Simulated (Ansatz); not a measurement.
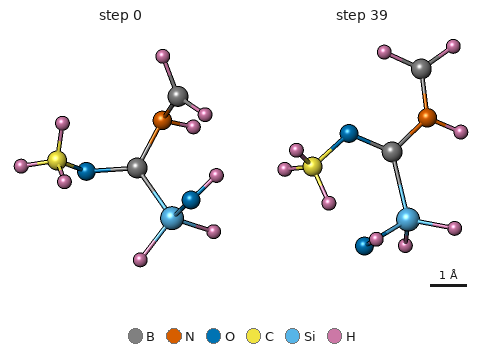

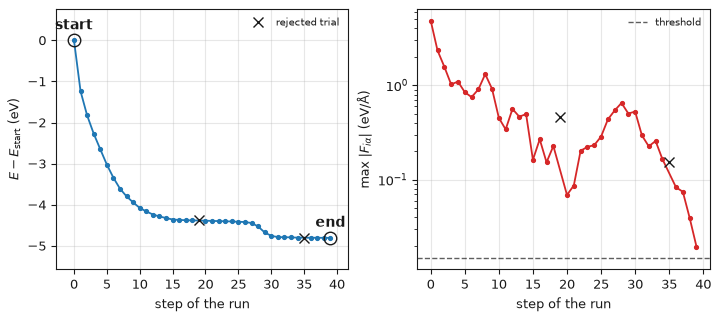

First and last geometry of a relaxation of CH₉B₂NO₂Si, with the history of the run. The picture is a ball-and-stick view, seen face on.

The run prepares an end point of a later path (torsion) calculation, from a guessed geometry.

Level of theory: RKS LDA/STO-3G (Ansatz 0.2.0). Settings: no spin polarisation; force threshold 0.015 eV/Å; at most 40 steps.

> Read the history and describe the run.

The relaxation stopped without meeting its thresholds, so the last structure isn't shown to be converged. It used up its limit of 40 steps. After 37 accepted moves (39 points after the start) the energy has fallen by 4.805 eV. The largest force component goes from 4.8 to 0.02 eV/Å. The line search rejected the trial steps at points 19, 35 of the run. The largest moves after the best rigid fit, 2.97 Å, are those of H atoms. Largest moves by element: H 2.97 Å, O 2.39 Å, B 1.43 Å, C 0.79 Å, N 0.77 Å, Si 0.17 Å. Among the contacts that change: B–N 1.580 → 1.402 Å, B–O 1.498 → 1.354 Å, B–N 1.550 → 1.467 Å, C–O 1.399 → 1.476 Å. Among the angles between lasting bonds that change: B–N–B 109.3° → 127.4°, B–N–H 105.7° → 117.3°, B–O–C 109.2° → 117.0°. Groups turn about B–Si by about 100°, B–O by about 85°, C–O by about 65°.

Limits of the set-up: STO-3G is a minimal basis, so the numbers are rough.
